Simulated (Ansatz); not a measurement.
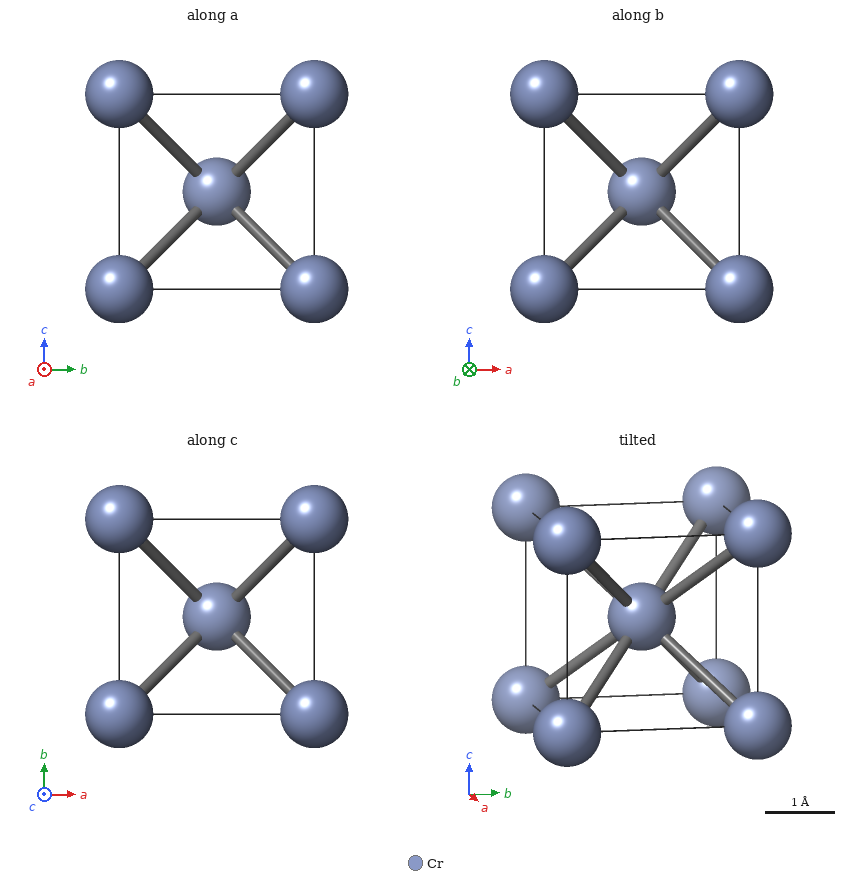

We look at a ball-and-stick model of the crystal along the a axis, along the b axis, along the c axis and slightly off an axis. The parallelepiped is the conventional unit cell.

Lattice parameters: a = 2.8290 Å, b = 2.8290 Å, c = 2.8290 Å, α = 90.000°, β = 90.000°, γ = 90.000°.

From the views, write a CIF in P1 with every atom of the cell.

Answer.
```cif
data_structure
_symmetry_space_group_name_H-M 'P 1'
_symmetry_Int_Tables_number 1
_cell_length_a 2.8290
_cell_length_b 2.8290
_cell_length_c 2.8290
_cell_angle_alpha 90.000
_cell_angle_beta 90.000
_cell_angle_gamma 90.000
_cell_volume 22.64
loop_
_atom_site_label
_atom_site_type_symbol
_atom_site_fract_x
_atom_site_fract_y
_atom_site_fract_z
_atom_site_occupancy
Cr1 Cr 0.0000 0.0000 0.0000 1
Cr2 Cr 0.5000 0.5000 0.5000 1
```

The initial geometry was the standard structure of this element. Earlier steps of the study may have refined or changed the cell and positions. Ansatz was used for an electronic-structure calculation on it.

At this level of theory the cell isn't at rest (compressed, at 20 GPa), so its distances can differ from those at equilibrium, the more so the softer the solid.
